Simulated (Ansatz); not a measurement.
# BH₃O (triplet): the correlation ladder, cc-pVDZ

How much of the correlation energy of BH₃O (triplet) does each wave-function method recover here?

Method: cc-pVDZ, core rule «outside noble gas», up to 2 orbitals frozen; program: Ansatz 0.2.0, Gaussian basis.

To be run: UHF; CCSD(T) on ROHF; CCSD(T) on UHF; BCCD(T) on ROHF; CISD; CCSDT(Q) on ROHF; CCSDT(Q) on UHF.

21 further runs of the same task are left out: 1 for a known fault of the program, 6 that didn't finish, 14 set aside as unsound or not needed.

## Step 1: The geometry

The geometry is a PBE0/def2-TZVP stationary point (not a proven minimum) of the parent state, kept for this charge and spin.

5 atoms, charge 0, spin multiplicity 3.

Atoms are counted from 1 here; the program's logs count them from 0.

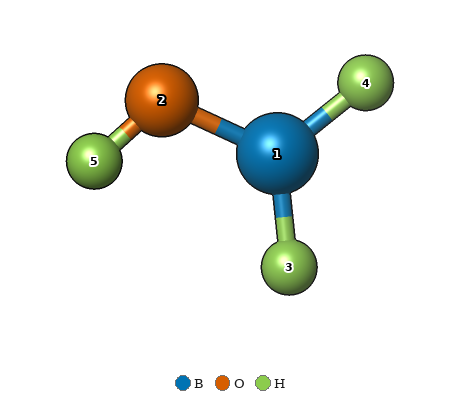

The structure; boron blue, oxygen orange, hydrogen green; atoms are numbered from 1 in the order of the file.

## Step 2: UHF

in.yaml

```yaml
crystal:
  periodic: [false, false, false]
  atoms:
    - {symbol: B, position_ang: [0.000000, 0.059110, 0.740549]}
    - {symbol: O, position_ang: [0.000000, -0.099827, -0.597826]}
    - {symbol: H, position_ang: [0.000000, 1.158248, 1.226704]}
    - {symbol: H, position_ang: [0.000000, -0.937399, 1.402080]}
    - {symbol: H, position_ang: [0.000000, 0.729726, -1.082284]}
basis:
  gaussian: {orbitals: cc-pVDZ}
magnetization: {spin_polarized: true, initial_magnetization: 2}
hamiltonian: {xc: hf}
output: {orbitals: {seedname: orbitals}}
```

Command:

```sh
$ ansatz run in.yaml --threads 1 --pin off --events-out ev --progress --plain --max-ram 2393MiB
```

After this run come: CCSD(T) on ROHF; CCSD(T) on UHF; BCCD(T) on ROHF; CISD; CCSDT(Q) on ROHF; CCSDT(Q) on UHF.

Before running them: what should the planned runs give, taken together? Wanted: UCCSDT(Q) below the RHF energy; RMP2 from UCCSDT(Q); UMP2 from UCCSDT(Q); RCCSD from UCCSDT(Q); RCCSD(T) from UCCSDT(Q); UCCSD(T) from UCCSDT(Q); RCCSDT(Q) from UCCSDT(Q); T1 diagnostic.

As calculated:

| quantity | value |
| --- | --- |
| UCCSDT(Q) below the RHF energy | -8.6209 eV |
| RMP2 from UCCSDT(Q) | +848.8 meV |
| UMP2 from UCCSDT(Q) | +869.2 meV |
| RCCSD from UCCSDT(Q) | +265.9 meV |
| RCCSD(T) from UCCSDT(Q) | +41.7 meV |
| UCCSD(T) from UCCSDT(Q) | +42.1 meV |
| RCCSDT(Q) from UCCSDT(Q) | +4.2 meV |
| levels within 1 kcal/mol (43 meV) | RCCSD(T), UCCSD(T), BCCD(T), RCCSDT, UCCSDT, RCCSDT(Q) |
| T1 diagnostic | 0.035 |

In words: RCCSD(T) misses by +41.7 meV, 0.5 % of the correlation energy. These misses are within one basis, not against nature; the frozen cores of restricted and unrestricted runs differ, which can shift their rows.
